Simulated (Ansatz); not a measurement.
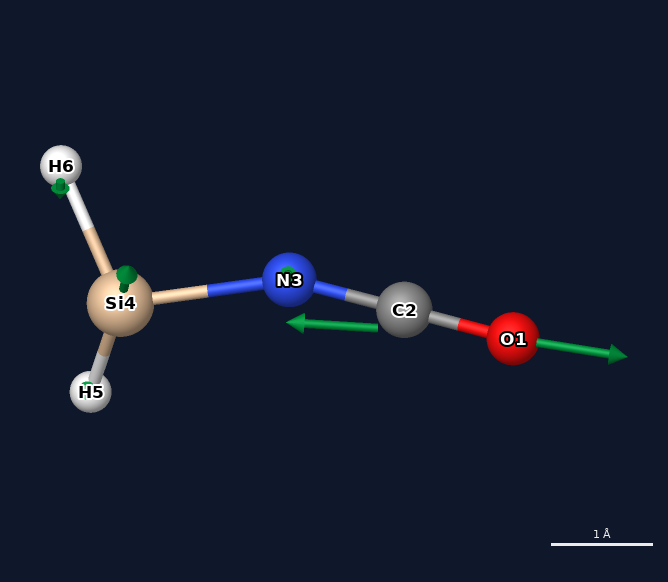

Arrows show the forces on the atoms, 0.5 Å of arrow for 1 eV/Å; forces under a tenth of the largest aren't drawn. State: neutral, doublet. Level of theory: ωB97M-V/def2-TZVPP (Ansatz 0.2.0).

> Along which bond is the force strongest?

O1–C2, now 1.148 Å: the forces push its atoms apart, so a first step downhill lengthens it.

List the force components in the frame of the picture (x right, y up, z towards the viewer), in eV/Å.

```
atom     Fx     Fy     Fz
  O1   1.82  −0.29   0.12
  C2  −1.84   0.12   0.12
  N3  −0.02   0.06  −0.37
 Si4   0.10   0.45   0.85
  H5  −0.05   0.02  −0.43
  H6  −0.01  −0.36  −0.29
```
